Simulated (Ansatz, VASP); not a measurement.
# SnSe2 (1T-SnSe2 monolayer) in two plane-wave programs, part 2 of 3

Wanted: the spread between two codes on one cell, functional and k mesh.

VASP 6.6.1 and Ansatz 0.2.0.

So far: The starting structure; VASP: band structure, PBE with D3(BJ).

### Step 3. Ansatz: band structure, PBE with D3(BJ)

Level of this step: Ansatz beside VASP: Kohn-Sham DFT, plane waves, PBE with D3(BJ) (Ansatz).

Ansatz runs on its default PAW (the set named soft_2) files.

The same cell, functional, mesh and smearing now go to Ansatz, which takes its cutoff from its data sets.

Contents of input.yaml:

```yaml
crystal:
  lattice:
    - [3.8213108744, 0.0, 0.0]
    - [-1.9106554372, 3.309352293, 0.0]
    - [0.0, 0.0, 22.0]
  atoms:
    - { symbol: Sn, position: [0.0, 0.0, 0.5] }
    - { symbol: Se, position: [0.3333333333, 0.6666666667, 0.42716948] }
    - { symbol: Se, position: [0.6666666667, 0.3333333333, 0.57283052] }
hamiltonian:
  xc: pbe
  pseudopotentials: { kind: paw }
  dispersion: d3bj
kpoints:
  mp_grid: { grid: [9, 9, 1] }
  band_path:
    path:
      - [0.0, 0.0, 0.0]
      - [0.03846, 0.0, 0.0]
      - [0.07692, 0.0, 0.0]
      - [0.11538, 0.0, 0.0]
      - [0.15385, 0.0, 0.0]
      - [0.19231, 0.0, 0.0]
      - [0.26923, 0.0, 0.0]
      - [0.30769, 0.0, 0.0]
      - [0.34615, 0.0, 0.0]
      - [0.42308, 0.0, 0.0]
      - [0.46154, 0.0, 0.0]
      - [0.5, 0.0, 0.0]
      - [0.48718, 0.02564, 0.0]
      - [0.47436, 0.05128, 0.0]
      - [0.44872, 0.10256, 0.0]
      - [0.4359, 0.12821, 0.0]
      - [0.41026, 0.17949, 0.0]
      - [0.39744, 0.20513, 0.0]
      - [0.37179, 0.25641, 0.0]
      - [0.35897, 0.28205, 0.0]
      - [0.34615, 0.30769, 0.0]
      - [0.33333, 0.33333, 0.0]
      - [0.30769, 0.30769, 0.0]
      - [0.25641, 0.25641, 0.0]
      - [0.23077, 0.23077, 0.0]
      - [0.20513, 0.20513, 0.0]
      - [0.15385, 0.15385, 0.0]
      - [0.12821, 0.12821, 0.0]
      - [0.07692, 0.07692, 0.0]
      - [0.05128, 0.05128, 0.0]
      - [0.0, 0.0, 0.0]
    npoints: 1
scf:
  occupations: { method: gaussian, width: 0.03 }
  n_extra_bands: 7
efield:
  axis: 3
  dipole_correction: true
  ramp_width: 0.04
output:
  forces: true
  eigenvalues: true
  write_density: true
  write_potential: true
  elf: true
  volumetric_format: npy
```

Run with:

```console
$ ansatz run input.yaml --threads 4 --pin off --max-ram 9216MiB --backend cpu --events-out ev --progress --plain --runs-dir out
```

Numbers of over 12 decimals in the logs are rounded to 6 here.

What it wrote:

```text
scf.n_extra_bands = 7 over 23 filled bands (N_el = 46.0): the run solves 30 bands
Engine: ansatz 0.2.0, aarch64-unknown-linux-gnu
Pseudopotentials: kind: paw
Pseudopotential: Sn, paw, valence charge 14, recommended cutoff 420 eV (normal), Sn.paw.azcp
Pseudopotential: Se, paw, valence charge 16, recommended cutoff 420 eV (normal), Se.paw.azcp
Functional definition: PBE
  parameter kappa = 0.804
  parameter beta = 0.066725
  exchange = pbe_x(kappa = kappa, mu = beta*pi^2/3)
  correlation = pbe_c(beta = beta)
Crystal: 3 atoms, lattice volume = 278.213 Å³
Basis set: ecut = 420 eV, 5413 PW (Γ), exchange–correlation on 54×54×300 points (8 copies of the dense FFT grid, shifted against one another)
Bands: 30, of which v1, the nominal top of the filled ones, is band 23 counted from 1 (22 counted from 0)
Symmetry: 6 space group operations
k-points: 12 of 81 (time reversal used)
Non-local potential: Sn, projectors of the file, l = 0: 2, l = 1: 2, l = 2: 2, l = 3: 2
Non-local potential: Se, projectors of the file, l = 0: 2, l = 1: 2, l = 2: 3, l = 3: 1
PAW form: soft (Blöchl's): semilocal exchange-correlation on the pseudo side does not see the compensation charge
PAW one-centre angular grid: Sn, 590 points (default); XC on 64 Gauss nodes
PAW one-centre angular grid: Se, 590 points (default); XC on 64 Gauss nodes
Initial density: superposition of atomic densities (neutral atoms: chi_scale 0, normalization atom), corrected by the library's trained network
Initial wavefunctions: pseudopotential atomic-orbital guess
Functional: x = pbe(κ = 0.804, μ = 0.219515), c = pbe(β = 0.066725)
SCF iter   1: F=—  HF=-16964.132858 eV  |F-HF|=—  |Δ(HF+E_count)|=         —  Δρ=8.49e-4  dr2=4.88e-3  ethr=1.77e-3  p=0.000 e·Å  D=4.58e-14 V/Å  ΔV_dip=-0.00 eV  dr2_dipole=4.84e-9  V_vac-E_F(+/−)=5.45/5.45 eV  ⟨swp⟩=8.2  Hψ=1785  notcnv=0  defer=3
efield: sawtooth ramp at fractional position 0.9800 (placed from the atoms, in the widest stretch of the axis that holds none; the zero of the levels goes with the place), width 0.0400; the density the first Hamiltonian is built on has a dipole p = 0.000 e·Å; the dipole correction subtracts the counter field D = 4.58e-14 V/Å, which shifts the + side's vacuum level by -0.00 eV against the − side's; the planar-averaged density in the ramp window peaks in size at 6.8e-6 e/Å³
preconditioner: auto → Resta (q_TF=auto, 2.021 Å⁻¹)  ε∞=1.7  [insulator: Δε(μ)=0.819 eV  Ē_g=10.443 eV  σ=0.030 eV  W_gap=1.00  n_scr=44 (ndim 8)  ℏωp=8.9 eV  f_vac=0.699  D(μ)=0.00/eV (n_scr^D=0)  ε∞_Penn≈1.7  vacuum switching on, ρ_ref=7.9e-3 e/Å³]
SCF iter   2: F=—  HF=-16964.134027 eV  |F-HF|=—  |Δ(HF+E_count)|=   1.17e-3  Δρ=4.84e-4  dr2=1.25e-3  ethr=1.06e-5  p=-0.000 e·Å  D=-2.48e-5 V/Å  ΔV_dip=0.00 eV  dr2_dipole=1.28e-8  V_vac-E_F(+/−)=5.53/5.53 eV  ⟨swp⟩=3.6  Hψ=952  notcnv=0  defer=29
SCF iter   3: F=—  HF=-16964.134090 eV  |F-HF|=—  |Δ(HF+E_count)|=   6.27e-5  Δρ=2.63e-4  dr2=1.51e-4  ethr=2.72e-6  p=0.000 e·Å  D=2.85e-6 V/Å  ΔV_dip=-0.00 eV  dr2_dipole=6.21e-9  V_vac-E_F(+/−)=5.52/5.52 eV  ⟨swp⟩=2.0  Hψ=412  notcnv=0  defer=29
SCF iter   4: F=—  HF=-16964.134567 eV  |F-HF|=—  |Δ(HF+E_count)|=   4.77e-4  Δρ=1.14e-4  dr2=3.88e-5  ethr=3.29e-7  p=-0.000 e·Å  D=-8.35e-5 V/Å  ΔV_dip=0.00 eV  dr2_dipole=6.14e-7  V_vac-E_F(+/−)=5.54/5.53 eV  ⟨swp⟩=2.4  Hψ=535  notcnv=0  defer=29
SCF iter   5: F=—  HF=-16964.134532 eV  |F-HF|=—  |Δ(HF+E_count)|=   3.52e-5  Δρ=4.72e-5  dr2=1.12e-5  ethr=8.43e-8  p=0.000 e·Å  D=1.21e-4 V/Å  ΔV_dip=-0.00 eV  dr2_dipole=1.15e-6  V_vac-E_F(+/−)=5.54/5.54 eV  ⟨swp⟩=2.0  Hψ=486  notcnv=0  defer=29
SCF iter   6: F=—  HF=-16964.134535 eV  |F-HF|=—  |Δ(HF+E_count)|=   3.69e-6  Δρ=4.31e-5  dr2=4.75e-5  ethr=2.43e-8  p=-0.001 e·Å  D=-3.89e-4 V/Å  ΔV_dip=0.01 eV  dr2_dipole=1.23e-5  V_vac-E_F(+/−)=5.54/5.53 eV  ⟨swp⟩=2.0  Hψ=490  notcnv=0  defer=29  recentre
SCF iter   7: F=—  HF=-16964.134529 eV  |F-HF|=—  |Δ(HF+E_count)|=   5.95e-6  Δρ=6.12e-6  dr2=1.17e-7  ethr=2.43e-8  p=0.000 e·Å  D=6.01e-6 V/Å  ΔV_dip=-0.00 eV  dr2_dipole=2.61e-9  V_vac-E_F(+/−)=5.54/5.54 eV  ⟨swp⟩=2.0  Hψ=378  notcnv=0  defer=29
SCF iter   8: F=-16964.134529 eV  HF=-16964.134529 eV  |F-HF|=1.78e-8  |Δ(HF+E_count)|=   8.51e-8  Δρ=3.29e-6  dr2=4.03e-8  ethr=2.17e-10  p=0.000 e·Å  D=9.74e-7 V/Å  ΔV_dip=-0.00 eV  dr2_dipole=1.50e-11  V_vac-E_F(+/−)=5.54/5.54 eV  ⟨swp⟩=19.2  Hψ=3069  notcnv=0
SCF 1 converged in 8 iterations: F = -16964.134529 eV  dr2 = 4.03e-8
  greatest PAW one-centre occupation: 1.000 electrons in one spin orbital (limit 2), on the Se atom at site 1 (counted from 0), in its partial waves of l = 2
NSCF: frozen V_eff on 31 k-points
efield: sawtooth ramp at fractional position 0.9800 (kept from the solve that this one continues, or follows in the run), width 0.0400; the density the first Hamiltonian is built on has a dipole p = 0.000 e·Å; the dipole correction subtracts the counter field D = 9.74e-7 V/Å, which shifts the + side's vacuum level by -0.00 eV against the − side's; the planar-averaged density in the ramp window peaks in size at 6.7e-6 e/Å³
SCF converged after 8 iterations
Free energy (F): -16964.134529 eV
Harris-Foulkes:  -16964.134529 eV  (|F-HF|=1.78e-8)
Internal energy: -16964.134529 eV  (E = F + TS)
E sigma→0 (E₀):  -16964.134529 eV
Fermi energy:    -1.657252 eV
Dipole field:    D = 0.000005 V/Å  (p = 0.000008 e·Å, saw-weighted, corrected)
Work function:   Φ+ = 5.5404 eV   Φ− = 5.5405 eV
Levels:          The Fermi level and band energies are counted from a zero that moves with the ramp; work functions are not
--- Per-component energies (eV) ---
  E_band       = -1320.143783
  E_kinetic    = 423.868551
  E_local      = -39184.120830  (includes V_loc(G=0)·N_el)
  E_nonlocal   = -1222.408383
  E_hartree    = 19439.020449
  E_xc         = -589.187770
  E_vxc        = -290.431109  (∫ρ·V_xc dr)
  E_paw        = -7963.857677  (= ΣΔE_a)
  E_vpaw       = 74.905045  (= ΣTr[D̂ρ^β])
  E_aug_tail   = -0.001212  (compensation charges beyond the density's cutoff)
  E_efield     = 0.000000  (sawtooth field / dipole correction)
  E_vefield    = 0.000000  (∫n·V_field dr)
  E_ewald      = 12133.311391
  E_disp       = -0.759047  (pairwise vdW)
  E_smearing   = -0.000000  (= −TS)
  E_closure    = -0.000000  (closes the sum)
  Σ components = -16964.134529   (vs F -16964.134529, Δ=0.00e0)
--- Forces (eV/Å), atoms counted from 1 ---
  atom   1  Sn     0.00000000    -0.00000000    -0.00000049
  atom   2  Se     0.00000000     0.00000000     0.00754645
  atom   3  Se     0.00000000    -0.00000000    -0.00754645
  max |Σ_I F_I| component: 4.78e-7 eV/Å
--- Band table (eV; the first three rows and the last of 12) ---
  k-point 0: bands = [... 19 lower, -2.5261, -2.5261, -2.1397, -2.1397, -0.4687, 1.0585, 2.5618, 2.5618, ... 3 higher]
  k-point 1: bands = [... 19 lower, -3.2146, -2.8922, -2.7452, -2.0664, 0.0737, 1.6705, 2.4220, 2.8350, ... 3 higher]
  k-point 2: bands = [... 19 lower, -3.7906, -3.4763, -3.0069, -2.1407, -0.0552, 1.9411, 3.3026, 3.3469, ... 3 higher]
  k-point 11: bands = [... 19 lower, -5.7228, -5.3592, -2.9689, -2.9689, -0.2963, 3.1204, 3.1204, 4.5043, ... 3 higher]
```

Wall time 6.2 s (4 threads of Arm Neoverse V1, shared host); peak memory 0.6 GiB.

Reading the cycles: dr2 is the Hartree energy of the density residual (eV), the measure of convergence; HF is the Harris–Foulkes estimate of the energy, which meets the free energy F at convergence.

### Step 4. Comparison

Known differences besides the PAW data sets themselves: the data sets hold 46 valence electrons in Ansatz (default PAW (the set named soft_2) files) and 16 in VASP; the cutoff is 420 eV in Ansatz and 350 eV in VASP (PREC = Normal); VASP leaves aspherical gradient terms in its spheres out (LASPH is not set), Ansatz keeps them. Total energies have different zeros and are not compared.

Both answers:

```tsv
quantity	Ansatz	VASP	difference
gap over the path points (eV)	0.760	0.759	+0.001
```

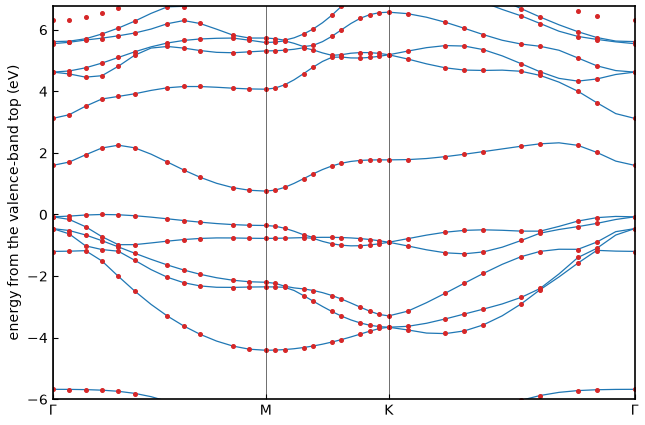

Bands from VASP (lines) and levels from Ansatz (dots). Dots without a line are higher empty bands that the VASP plot leaves out.

Levels at points of the path, from each program's valence-band top (eV; 4 filled, then empty):

```tsv
k (reciprocal lattice)	Ansatz	VASP
0.000 0.000 0.000	-0.46 -0.46 -0.07 -0.07 1.60 3.12 4.63	-0.46 -0.46 -0.08 -0.08 1.60 3.12 4.62
0.038 0.000 0.000	-0.63 -0.52 -0.16 -0.05 1.70 3.24 4.57	-0.63 -0.52 -0.16 -0.05 1.70 3.24 4.57
0.077 0.000 0.000	-1.02 -0.66 -0.40 -0.02 1.94 3.52 4.46	-1.02 -0.66 -0.40 -0.02 1.94 3.52 4.46
0.115 0.000 0.000	-1.15 -0.85 -0.72 0.00 2.16 3.75 4.51	-1.14 -0.85 -0.72 0.00 2.16 3.75 4.51
0.154 0.000 0.000	-1.20 -1.05 -0.98 -0.01 2.25 3.84 4.81	-1.19 -1.05 -0.98 -0.01 2.25 3.83 4.81
0.192 0.000 0.000	-1.49 -1.25 -0.98 -0.04 2.17 3.92 5.17	-1.49 -1.26 -0.98 -0.04 2.17 3.92 5.17
0.269 0.000 0.000	-2.04 -1.64 -0.87 -0.14 1.70 4.12 5.46	-2.04 -1.64 -0.86 -0.14 1.70 4.12 5.46
0.308 0.000 0.000	-2.22 -1.80 -0.82 -0.20 1.44 4.16 5.40	-2.22 -1.80 -0.81 -0.20 1.44 4.16 5.40
0.346 0.000 0.000	-2.32 -1.94 -0.78 -0.25 1.21 4.16 5.33	-2.32 -1.94 -0.78 -0.25 1.21 4.16 5.32
0.423 0.000 0.000	-2.37 -2.13 -0.76 -0.33 0.87 4.10 5.25	-2.37 -2.13 -0.76 -0.33 0.87 4.10 5.25
```

At this near-relaxed geometry the largest component of a force difference is 4 meV/Å. Among the levels compared (up to four filled and three empty ones at each point), filled levels agree within 8 meV and empty ones within 4 meV.

### Step 5. VASP: band structure, PBE with D3(BJ), spin-orbit coupling

Levels along a path test the potential and the projectors away from the mesh points.

Contents of INCAR:

```
SYSTEM = SnSe2
PREC = Normal
ENCUT = 350
EDIFF = 1E-06
NELM = 120
ISMEAR = 0
SIGMA = 0.03
LREAL = .FALSE.
ALGO = Fast
GGA = PE
IVDW = 12
LNONCOLLINEAR = .TRUE.
MAGMOM = 0 0 0 0 0 0 0 0 0
NBANDS = 28
GGA_COMPAT = .FALSE.
LASPH = .TRUE.
LSORBIT = .TRUE.
LWAVE = .FALSE.
LCHARG = .FALSE.
KPAR = 4
IDIPOL = 3
LDIPOL = .TRUE.
DIPOL = 0.5 0.5 0.5
```

Contents of POSCAR:

```
SnSe2
1.0
    3.8213108744      0.0000000000      0.0000000000
   -1.9106554372      3.3093522930      0.0000000000
    0.0000000000      0.0000000000     22.0000000000
Sn Se
1 2
Direct
    0.0000000000      0.0000000000      0.5000000000
    0.3333333333      0.6666666667      0.4271694800
    0.6666666667      0.3333333333      0.5728305200
```

Contents of KPOINTS:

```
Automatic mesh
0
Gamma
9 9 1
0 0 0
```

Contents of KPOINTS_OPT:

```
Line mode
14
Line-mode
Reciprocal
  0.00000000   0.00000000   0.00000000 GAMMA
  0.50000000   0.00000000   0.00000000 M

  0.50000000   0.00000000   0.00000000 M
  0.33333333   0.33333333   0.00000000 K

  0.33333333   0.33333333   0.00000000 K
  0.00000000   0.00000000   0.00000000 GAMMA
```

Potentials, in the order of the species: Sn and Se (PBE family, release 64).

Run with:

```console
$ mpirun -np 4 vasp_ncl
```

What it wrote:

```text
[banner, memory and clock lines left out]
running    4 mpi-ranks, on    1 nodes
[...]
LDA part: xc-table for (Slater+PW92), standard interpolation
 POSCAR, INCAR and KPOINTS ok, starting setup
[...]
entering main loop
       N       E                     dE             d eps       ncg     rms          rms(c)
DAV:   1     0.101899398120E+03    0.10190E+03   -0.38112E+03   672   0.580E+02
DAV:   2     0.239458790314E+01   -0.99505E+02   -0.94563E+02  1068   0.132E+02
DAV:   3    -0.118506211000E+02   -0.14245E+02   -0.14056E+02   800   0.565E+01
DAV:   4    -0.122567133853E+02   -0.40609E+00   -0.40413E+00   900   0.118E+01
[...]
RMM:  19    -0.119550111820E+02   -0.54332E-05   -0.22866E-07   660   0.185E-03    0.633E-04
RMM:  20    -0.119550122804E+02   -0.10983E-05   -0.10379E-07   574   0.127E-03    0.293E-04
RMM:  21    -0.119550123826E+02   -0.10222E-06   -0.16490E-08   400   0.874E-04
   1 F= -.12713988E+02 E0= -.12713988E+02  d E =-.118970E-16  mag=     0.0000     0.0000     0.0000
 Start KPOINTS_OPT (optional k-point list driver)
k-point batch [1-12\42]
       N       E                     dE             ncg
DAV:   1    -0.305194671953E+03   -0.19895E+04      680
DAV:   2    -0.137509896946E+04   -0.10699E+04     1072
DAV:   3    -0.154937588368E+04   -0.17428E+03      824
DAV:   4    -0.155433356907E+04   -0.49577E+01      944
DAV:   5    -0.155443607989E+04   -0.10251E+00      844
DAV:   6    -0.155443884066E+04   -0.27608E-02      884
DAV:   7    -0.155443894233E+04   -0.10167E-03      908
DAV:   8    -0.155443894639E+04   -0.40615E-05      812
DAV:   9    -0.155443894657E+04   -0.17448E-06      684
[...]
k-point batch [37-42\42]
       N       E                     dE             ncg
DAV:   1     0.170243271149E+04   -0.40053E+03      344
DAV:   2     0.119810731285E+04   -0.50433E+03      484
DAV:   3     0.110924325003E+04   -0.88864E+02      464
DAV:   4     0.110678754290E+04   -0.24557E+01      476
DAV:   5     0.110672990846E+04   -0.57634E-01      420
DAV:   6     0.110672807939E+04   -0.18291E-02      424
DAV:   7     0.110672799812E+04   -0.81269E-04      440
DAV:   8     0.110672799382E+04   -0.43020E-05      420
DAV:   9     0.110672799359E+04   -0.23017E-06      360
```

Parts of OUTCAR (step 5):

```text
 Edisp (eV)   -0.75898

  Total      -0.00126    -0.00126    -0.03549     0.00000    -0.00000     0.00000
  in kB      -0.00728    -0.00728    -0.20440     0.00000    -0.00000     0.00000
  external pressure =       -0.07 kB  Pullay stress =        0.00 kB

 POSITION                                       TOTAL-FORCE (eV/Angst)
 -----------------------------------------------------------------------------------
      0.00000      0.00000     11.00000        -0.000000      0.000000      0.000000
     -0.00000      2.20623      9.39773        -0.000000      0.000000      0.005739
      1.91066      1.10312     12.60227         0.000000      0.000000     -0.005739
 -----------------------------------------------------------------------------------
    total drift:                               -0.000000     -0.000000      0.000000

  FREE ENERGIE OF THE ION-ELECTRON SYSTEM (eV)
  ---------------------------------------------------
  free  energy   TOTEN  =       -12.7139877866 eV

  energy  without entropy=      -12.7139877866  energy(sigma->0) =      -12.71398779

[... 1 part as in an earlier step ...]

[... 2 further parts left out ...]
[key lines of the parts left out:]
E-fermi :  -3.2013
```

### Step 6. Ansatz: band structure, PBE with D3(BJ), spin-orbit coupling

The same cell, functional, mesh and smearing now go to Ansatz, which takes its cutoff from its data sets.

Edit input.yaml of step 3 so:

```diff
@@ -11,4 +11,7 @@
   xc: pbe
-  pseudopotentials: { kind: paw }
+  pseudopotentials: { kind: paw_fr }
   dispersion: d3bj
+magnetization:
+  noncollinear: true
+  spin_orbit: true
 kpoints:
@@ -20,3 +23,2 @@
       - [0.07692, 0.0, 0.0]
-      - [0.11538, 0.0, 0.0]
       - [0.15385, 0.0, 0.0]
@@ -51,3 +53,3 @@
   occupations: { method: gaussian, width: 0.03 }
-  n_extra_bands: 7
+  n_extra_bands: 14
 efield:
@@ -59,5 +61 @@
   eigenvalues: true
-  write_density: true
-  write_potential: true
-  elf: true
-  volumetric_format: npy
```

Run with:

```console
$ ansatz run input.yaml --threads 4 --pin off --max-ram 9216MiB --backend cpu --events-out ev --progress --plain --runs-dir out
```

What it wrote:

```text
[...]
non-collinear run that drives no moment, with spin-orbit: no starting moment large enough to seed its density (crystal.atoms[].spin), no starting occupations that ask for one, no magnetisation constraint and no magnetic field, so the semilocal B_xc is pinned to zero
Crystal: 3 atoms, lattice volume = 278.213 Å³
[...]
k-point 1: bands = [... 42 lower, -2.6811, -2.6811, -2.0528, -2.0527, 0.0825, 0.0825, 1.6126, 1.6126, ... 10 higher]
  k-point 2: bands = [... 42 lower, -3.0036, -3.0036, -2.1290, -2.1290, -0.0517, -0.0517, 1.9170, 1.9170, ... 10 higher]
  k-point 11: bands = [... 42 lower, -3.0039, -3.0039, -2.9323, -2.9322, -0.2911, -0.2911, 3.0241, 3.0241, ... 10 higher]
[key lines of the parts left out:]
SCF converged after 9 iterations
Magnetization: |M| = 0.0000 μB,  M = (+0.0000, +0.0000, +0.0000) μB
Free energy (F): -16966.608649 eV
Fermi energy:    -1.619229 eV
Dipole field:    D = 0.000119 V/Å  (p = 0.000184 e·Å, saw-weighted, corrected)
Work function:   Φ+ = 5.4997 eV   Φ− = 5.5023 eV
```

Elapsed: 46 s, on 4 threads; peak memory 1.6 GiB; 3 min of CPU time.

### Step 7. Comparison

What differs besides the data sets and the points named for the pairs above, as far as they apply: spin-orbit coupling enters by fully relativistic files in Ansatz and inside the spheres in VASP; the data sets hold 46 valence electrons in Ansatz (fully relativistic PAW (standard-fr) files) and 16 in VASP. Total energies have different zeros and are not compared.

The two programs side by side:

```tsv
quantity	Ansatz	VASP	difference
gap over the path points (eV)	0.715	0.716	-0.001
```

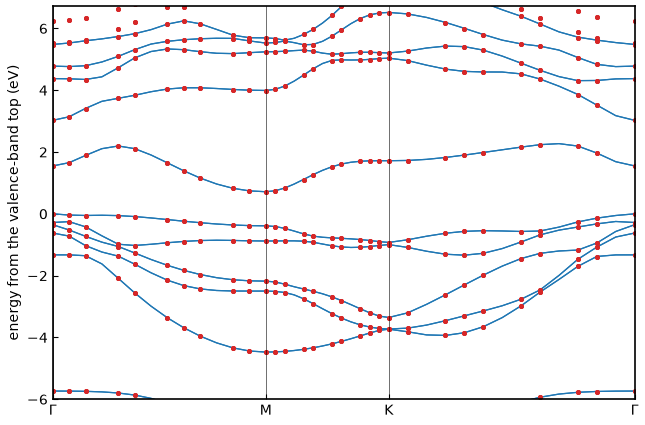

Bands from VASP (lines) and levels from Ansatz (dots). Dots without a line are higher empty bands that the VASP plot leaves out.

Levels at points of the path, from each program's valence-band top (eV; 8 filled, then empty):

```tsv
k (reciprocal lattice)	Ansatz	VASP
0.000 0.000 0.000	-0.63 -0.63 -0.35 -0.35 -0.28 -0.28 0.00 0.00 1.55 1.55 3.02 3.02 4.37 4.37	-0.62 -0.62 -0.35 -0.35 -0.28 -0.28 0.00 0.00 1.55 1.55 3.02 3.02 4.38 4.38
0.038 0.000 0.000	-0.72 -0.72 -0.52 -0.52 -0.25 -0.25 -0.04 -0.04 1.66 1.66 3.14 3.14 4.36 4.36	-0.72 -0.72 -0.52 -0.52 -0.25 -0.25 -0.04 -0.04 1.66 1.66 3.14 3.14 4.37 4.37
0.077 0.000 0.000	-1.03 -1.03 -0.73 -0.73 -0.42 -0.42 -0.06 -0.06 1.89 1.89 3.40 3.40 4.34 4.34	-1.03 -1.03 -0.73 -0.73 -0.42 -0.42 -0.05 -0.05 1.89 1.89 3.41 3.41 4.35 4.35
0.154 0.000 0.000	-1.38 -1.38 -1.06 -1.06 -0.98 -0.98 -0.06 -0.06 2.19 2.19 3.73 3.73 4.72 4.72	-1.37 -1.37 -1.06 -1.06 -0.98 -0.98 -0.06 -0.06 2.20 2.20 3.74 3.74 4.73 4.73
0.192 0.000 0.000	-1.63 -1.63 -1.26 -1.26 -1.03 -1.03 -0.09 -0.09 2.11 2.11 3.83 3.83 5.04 5.04	-1.63 -1.63 -1.27 -1.27 -1.02 -1.02 -0.09 -0.09 2.11 2.11 3.84 3.84 5.05 5.05
0.269 0.000 0.000	-2.15 -2.15 -1.67 -1.67 -0.94 -0.94 -0.19 -0.19 1.65 1.65 4.03 4.03 5.33 5.33	-2.15 -2.15 -1.67 -1.67 -0.94 -0.94 -0.18 -0.18 1.65 1.65 4.04 4.04 5.33 5.33
0.308 0.000 0.000	-2.33 -2.33 -1.83 -1.83 -0.90 -0.90 -0.24 -0.24 1.39 1.39 4.08 4.08 5.31 5.31	-2.32 -2.32 -1.83 -1.83 -0.89 -0.89 -0.24 -0.24 1.39 1.39 4.08 4.08 5.31 5.31
0.346 0.000 0.000	-2.44 -2.44 -1.96 -1.96 -0.87 -0.87 -0.29 -0.29 1.16 1.16 4.08 4.08 5.24 5.24	-2.43 -2.43 -1.96 -1.96 -0.86 -0.86 -0.29 -0.29 1.16 1.16 4.08 4.08 5.25 5.25
0.423 0.000 0.000	-2.51 -2.51 -2.13 -2.13 -0.86 -0.86 -0.36 -0.36 0.82 0.82 4.02 4.02 5.18 5.18	-2.50 -2.50 -2.13 -2.13 -0.86 -0.86 -0.36 -0.36 0.83 0.83 4.03 4.03 5.18 5.18
0.462 0.000 0.000	-2.51 -2.51 -2.17 -2.17 -0.88 -0.88 -0.38 -0.38 0.74 0.74 4.00 4.00 5.21 5.21	-2.50 -2.50 -2.17 -2.17 -0.87 -0.87 -0.38 -0.38 0.74 0.74 4.00 4.00 5.21 5.21
```

At this near-relaxed geometry the largest component of a force difference is 3 meV/Å. Among the levels compared (up to four filled and three empty ones at each point), filled levels agree within 10 meV and empty ones within 11 meV.

[end of part 2 of 3]

[Lines on the potential files, build, host, timing and source positions are cut from VASP's logs without a mark.]

[Logs are printed without paths, hosts, clocks, repeated set-up lines and the standing remarks that a program may print on its own settings, such as how far it seeks lower states.]

[Hosts, paths, dates, database ids (printed as entryN), source tags and the programs' standing remarks are cut or masked in the printed files.]
